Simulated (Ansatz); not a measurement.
**CH5ClOSi (SMILES CO[SiH2]Cl) at 6 levels**

Wanted: a comparison of 6 runs (HF/3-21G, PBE/STO-3G, B3LYP/6-31G*, r2SCAN/cc-pVDZ, MP2/3-21G) of CH5ClOSi. 

The results are computed with Ansatz 0.2.0.

5 further runs of the same task are left out: 1 that didn't finish, 4 set aside as unsound or not needed.

### Step 1. The system as given

CH5ClOSi has 9 atoms, charge 0, and is taken as a singlet. SMILES: `CO[SiH2]Cl`. The shape is that of a PBE0-D4/def2-TZVP optimisation. This is one conformer, not always the lowest.

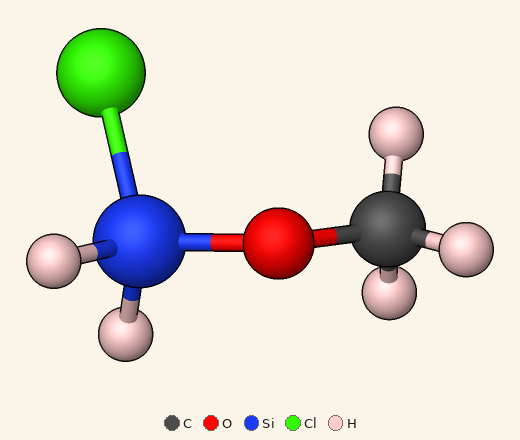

The structure, seen from a chosen angle (carbon dark grey, oxygen red, silicon blue, chlorine green, hydrogen pink).

### Step 2. Energy and forces at HF/3-21G (run 1)

The input, job.yaml:

```yaml
crystal:
  periodic: [false, false, false]
  atoms:
    - {symbol: C, position_ang: [-0.841000, 0.987400, 0.447000]}
    - {symbol: O, position_ang: [0.418200, 0.685500, -0.117200]}
    - {symbol: Si, position_ang: [0.891200, -0.804900, -0.562600]}
    - {symbol: Cl, position_ang: [0.958100, -2.072600, 1.056300]}
    - {symbol: H, position_ang: [-0.939900, 2.072400, 0.489700]}
    - {symbol: H, position_ang: [-0.920800, 0.584000, 1.460600]}
    - {symbol: H, position_ang: [-1.659100, 0.583600, -0.159700]}
    - {symbol: H, position_ang: [2.251500, -0.671700, -1.115300]}
    - {symbol: H, position_ang: [-0.069600, -1.410100, -1.515800]}
basis:
  gaussian: {orbitals: 3-21G.json}
hamiltonian: {xc: hf}
accuracy: high
output: {forces: true, orbitals: {seedname: orbitals}}
```

The basis set 3-21G is read from a file made from the Basis Set Exchange's data (not shown).

Run with:

```
$ ansatz run job.yaml --threads 1 --pin off --max-ram 2610MiB --events-out events.jsonl --progress --plain --runs-dir runs
```

The program printed:

```text
Warning: RAYON_NUM_THREADS=1 ignored (pool sized by the plan → 1); use --threads N
Functional definition: HF
  name "HF"
  exchange = exact_x
  correlation = 0
1240 factors; integrals over basis functions are off by at most 1.3e-8 eV
mean field evaluation 1: about -23393.3480 eV, gradient 2.7e1 eV
mean field evaluation 2: about -23393.6740 eV, gradient 2.7e1 eV
mean field evaluation 4: about -23395.3372 eV, gradient 2.3e0 eV
mean field evaluation 8: about -23395.3600 eV, gradient 1.1e-1 eV
mean field evaluation 16: about -23395.3600 eV, gradient 4.1e-8 eV
mean field -23395.36002992 eV, -859.7636231550 hartree, gradient 4.1e-8 eV, S^2 0.000000; 0 other end points of the search recorded, 0 dependent functions left out
the calculation of the forces begins
reference -23395.36002992 eV, -859.7636231550 hartree; 25, 25 occupied and 29, 29 virtual orbitals, 1240 factors
Total energy: -23395.36002992 eV, -859.7636231550 hartree
Atom 0 at    -0.841000     0.987400     0.447000 Å, force    -1.212355     0.839929     0.644603 eV/Å
Atom 1 at     0.418200     0.685500    -0.117200 Å, force     0.122211     0.671668     0.066571 eV/Å
Atom 2 at     0.891200    -0.804900    -0.562600 Å, force     0.864620     0.268982    -2.531431 eV/Å
Atom 3 at     0.958100    -2.072600     1.056300 Å, force     0.096276    -1.455335     1.789192 eV/Å
Atom 4 at    -0.939900     2.072400     0.489700 Å, force     0.008725    -0.436233     0.002632 eV/Å
Atom 5 at    -0.920800     0.584000     1.460600 Å, force    -0.023140     0.144579    -0.345911 eV/Å
Atom 6 at    -1.659100     0.583600    -0.159700 Å, force     0.227674     0.122522     0.211050 eV/Å
Atom 7 at     2.251500    -0.671700    -1.115300 Å, force    -0.142662    -0.156203     0.071032 eV/Å
Atom 8 at    -0.069600    -1.410100    -1.515800 Å, force     0.058651     0.000092     0.092262 eV/Å
Dipole moment:    -0.352338     0.250445    -0.332310 e Å
```

Wall time 0.56 s (1 thread of AMD EPYC 9R45 (Zen 5), shared host).

### Step 3. Energy and forces at PBE/STO-3G (run 2)

The input, in.yaml:

```yaml
crystal:
  periodic: [false, false, false]
  atoms:
    - {symbol: C, position_ang: [-0.841000, 0.987400, 0.447000]}
    - {symbol: O, position_ang: [0.418200, 0.685500, -0.117200]}
    - {symbol: Si, position_ang: [0.891200, -0.804900, -0.562600]}
    - {symbol: Cl, position_ang: [0.958100, -2.072600, 1.056300]}
    - {symbol: H, position_ang: [-0.939900, 2.072400, 0.489700]}
    - {symbol: H, position_ang: [-0.920800, 0.584000, 1.460600]}
    - {symbol: H, position_ang: [-1.659100, 0.583600, -0.159700]}
    - {symbol: H, position_ang: [2.251500, -0.671700, -1.115300]}
    - {symbol: H, position_ang: [-0.069600, -1.410100, -1.515800]}
basis:
  gaussian:
    orbitals: STO-3G
hamiltonian:
  xc: {name: PBE}
accuracy: high
output:
  forces: true
  orbitals: {seedname: orbitals}
```

Run with:

```
$ ansatz run in.yaml --threads 1 --pin off --max-ram 2610MiB --events-out events.jsonl --progress --plain --runs-dir runs
```

The program printed, shortened:

```text
Warning: RAYON_NUM_THREADS=1 ignored (pool sized by the plan → 1); use --threads N
Functional definition: PBE
  name "PBE"
[...]
659 factors; integrals over basis functions are off by at most 6.2e-9 eV
[...]
mean field -23284.45015282 eV, -855.6877603488 hartree, gradient 8.9e-9 eV, S^2 0.000000; 0 other end points of the search recorded, 0 dependent functions left out
[...]
reference -23284.45015514 eV, -855.6877604343 hartree; 25, 25 occupied and 8, 8 virtual orbitals, 659 factors
Total energy: -23284.45015514 eV, -855.6877604343 hartree
Atom 0 at    -0.841000     0.987400     0.447000 Å, force    -0.306083    -0.705763    -0.098823 eV/Å
Atom 1 at     0.418200     0.685500    -0.117200 Å, force     1.784851     2.325449    -0.305148 eV/Å
Atom 2 at     0.891200    -0.804900    -0.562600 Å, force     0.011543    -1.047504    -1.939768 eV/Å
Atom 3 at     0.958100    -2.072600     1.056300 Å, force     0.110371    -1.123237     1.278007 eV/Å
Atom 4 at    -0.939900     2.072400     0.489700 Å, force    -0.147472     0.983909     0.087434 eV/Å
Atom 5 at    -0.920800     0.584000     1.460600 Å, force    -0.361769    -0.275375     0.995591 eV/Å
Atom 6 at    -1.659100     0.583600    -0.159700 Å, force    -0.998447    -0.243880    -0.335044 eV/Å
Atom 7 at     2.251500    -0.671700    -1.115300 Å, force    -0.404469     0.057038     0.136066 eV/Å
Atom 8 at    -0.069600    -1.410100    -1.515800 Å, force     0.311474     0.029363     0.181686 eV/Å
Dipole moment:    -0.199688     0.315187    -0.362703 e Å
```

Wall time 1.3 s (1 thread of AMD EPYC 9R45 (Zen 5), shared host).

Runs 3 to 4 aren't shown in full; the table further down has their settings and results.

### Step 4. Energy and forces at r2SCAN/cc-pVDZ (run 5)

The input, molecule.yaml:

```yaml
crystal:
  periodic: [false, false, false]
  atoms:
    - symbol: C
      position_ang: [-0.841000, 0.987400, 0.447000]
    - symbol: O
      position_ang: [0.418200, 0.685500, -0.117200]
    - symbol: Si
      position_ang: [0.891200, -0.804900, -0.562600]
    - symbol: Cl
      position_ang: [0.958100, -2.072600, 1.056300]
    - symbol: H
      position_ang: [-0.939900, 2.072400, 0.489700]
    - symbol: H
      position_ang: [-0.920800, 0.584000, 1.460600]
    - symbol: H
      position_ang: [-1.659100, 0.583600, -0.159700]
    - symbol: H
      position_ang: [2.251500, -0.671700, -1.115300]
    - symbol: H
      position_ang: [-0.069600, -1.410100, -1.515800]
basis:
  gaussian: {orbitals: cc-pVDZ}
hamiltonian: {xc: r2scan}
accuracy: high
output: {forces: true, orbitals: {seedname: orbitals}}
```

Run with:

```
$ ansatz run molecule.yaml --threads 1 --pin off --max-ram 2610MiB --events-out events.jsonl --progress --plain --runs-dir runs
```

The program printed, shortened:

```text
Warning: RAYON_NUM_THREADS=1 ignored (pool sized by the plan → 1); use --threads N
Functional definition: r2SCAN
  name "r2SCAN"
[...]
2107 factors; integrals over basis functions are off by at most 3.9e-9 eV
[...]
mean field -23564.58392508 eV, -865.9824865980 hartree, gradient 7.1e-8 eV, S^2 0.000000; 0 other end points of the search recorded, 0 dependent functions left out
[...]
reference -23564.58392582 eV, -865.9824866251 hartree; 25, 25 occupied and 64, 64 virtual orbitals, 2107 factors
Total energy: -23564.58392582 eV, -865.9824866251 hartree
Atom 0 at    -0.841000     0.987400     0.447000 Å, force    -0.071485     0.005167     0.022830 eV/Å
Atom 1 at     0.418200     0.685500    -0.117200 Å, force     0.016872     1.228425     0.221748 eV/Å
Atom 2 at     0.891200    -0.804900    -0.562600 Å, force     0.315894    -0.817005    -0.717108 eV/Å
Atom 3 at     0.958100    -2.072600     1.056300 Å, force     0.026842    -0.421531     0.537030 eV/Å
Atom 4 at    -0.939900     2.072400     0.489700 Å, force    -0.027949     0.318830     0.015485 eV/Å
Atom 5 at    -0.920800     0.584000     1.460600 Å, force    -0.040363    -0.116533     0.314610 eV/Å
Atom 6 at    -1.659100     0.583600    -0.159700 Å, force    -0.268650    -0.118457    -0.175101 eV/Å
Atom 7 at     2.251500    -0.671700    -1.115300 Å, force     0.196976     0.035471    -0.068370 eV/Å
Atom 8 at    -0.069600    -1.410100    -1.515800 Å, force    -0.148138    -0.114367    -0.151123 eV/Å
Dipole moment:    -0.256692     0.190670    -0.125371 e Å
```

Run time: 6.3 s. Hardware: 1 thread of AMD EPYC 9R45 (Zen 5), shared host; peak memory 0.31 GiB.

### Step 5. Energy and forces at MP2/3-21G (run 6)

Changes to job.yaml since step 2:

```diff
@@ -14,3 +14,3 @@
   gaussian: {orbitals: 3-21G.json}
-hamiltonian: {xc: hf}
+correlation: {method: mp2, frozen_orbitals: {C: 1, Cl: 5, H: 0, O: 1, Si: 5}}
 accuracy: high
```

The basis set 3-21G is read from a file made from the Basis Set Exchange's data (not shown).

Run with:

```
$ ansatz run job.yaml --threads 1 --pin off --max-ram 2610MiB --events-out events.jsonl --progress --plain --runs-dir runs
```

The program printed, shortened:

```text
Warning: RAYON_NUM_THREADS=1 ignored (pool sized by the plan → 1); use --threads N
Functional definition: HF
  name "HF"
[...]
1240 factors; integrals over basis functions are off by at most 1.3e-8 eV
[...]
mean field -23395.36002992 eV, -859.7636231550 hartree, gradient 4.1e-8 eV, S^2 0.000000; 0 other end points of the search recorded, 0 dependent functions left out
12 core orbitals not correlated: weight in the atoms' cores, before any rotation towards them, 1.000 or more for the frozen orbitals, at most 0.000 for the correlated occupied ones
reference -23395.36002992 eV, -859.7636231550 hartree; 13, 13 occupied and 29, 29 virtual orbitals, 1240 factors
second order -8.24192059 eV of doubles, -0.00000000 eV of singles
[...]
Total energy: -23403.60195051 eV, -860.0665081502 hartree
Atom 0 at    -0.841000     0.987400     0.447000 Å, force    -1.503954     0.739595     0.729988 eV/Å
Atom 1 at     0.418200     0.685500    -0.117200 Å, force     0.945033     1.495293    -0.175546 eV/Å
Atom 2 at     0.891200    -0.804900    -0.562600 Å, force     0.807411    -0.251340    -2.565327 eV/Å
Atom 3 at     0.958100    -2.072600     1.056300 Å, force     0.140415    -1.749435     2.064133 eV/Å
Atom 4 at    -0.939900     2.072400     0.489700 Å, force    -0.047473     0.032342     0.025712 eV/Å
Atom 5 at    -0.920800     0.584000     1.460600 Å, force    -0.127374    -0.018600     0.105842 eV/Å
Atom 6 at    -1.659100     0.583600    -0.159700 Å, force    -0.187999    -0.043595    -0.001549 eV/Å
Atom 7 at     2.251500    -0.671700    -1.115300 Å, force     0.098508    -0.054963    -0.037509 eV/Å
Atom 8 at    -0.069600    -1.410100    -1.515800 Å, force    -0.124566    -0.149298    -0.145745 eV/Å
Dipole moment:    -0.330776     0.265748    -0.288180 e Å
```

It took 0.9 s on 1 thread of AMD EPYC 9R45 (Zen 5), shared host.

### Step 6. Overview of the runs

```
run                               level  Cartesian functions  frozen core orbitals  energy (Eh)  dipole moment (D)  HOMO energy (eV)  LUMO energy (eV)  wall time
  1                            HF/3-21G                   no                     –  -859.763623               2.62            -12.18              4.18     0.56 s
  2                          PBE/STO-3G                   no                     –  -855.687760               2.50             -3.41              3.87      1.3 s
  3  B3LYP/6-31G* (spherical functions)                   no                     –  -866.096624               1.82             -8.27              0.64      3.9 s
  4  B3LYP/6-31G* (Cartesian functions)                  yes                     –  -866.103350               1.82             -8.28              0.61      3.9 s
  5                      r2SCAN/cc-pVDZ                   no                     –  -865.982487               1.65             -7.32              0.42      6.3 s
  6                           MP2/3-21G                   no                    12  -860.066508               2.46            -12.18              4.18      0.9 s
```

### Step 7. Summary of results

```
                                           quantity          value
                                run 6: total energy  -860.06651 Eh
          run 6: dipole moment (correlated density)         2.46 D
         run 6: HOMO energy (Hartree–Fock orbitals)      -12.18 eV
         run 6: LUMO energy (Hartree–Fock orbitals)        4.18 eV
       run 6: HOMO–LUMO gap (Hartree–Fock orbitals)       16.37 eV
run 6: correlation energy (12 core orbitals frozen)     -302.9 mEh
                    run 6: largest force on an atom     2.709 eV/Å
```

What this shows: The dipole moment (its size) runs from 1.65 D (r2SCAN/cc-pVDZ) to 2.62 D (HF/3-21G). The two ends differ in method and basis. Over runs 1, 2, 3, 4, 5 the HOMO–LUMO gap runs from 7.28 eV (PBE/STO-3G) to 16.37 eV (HF/3-21G). Totals of different functionals can't be ranked against each other. In run 2 the basis is minimal, so the values are rough. All runs together took 17 s, the longest 6.3 s.
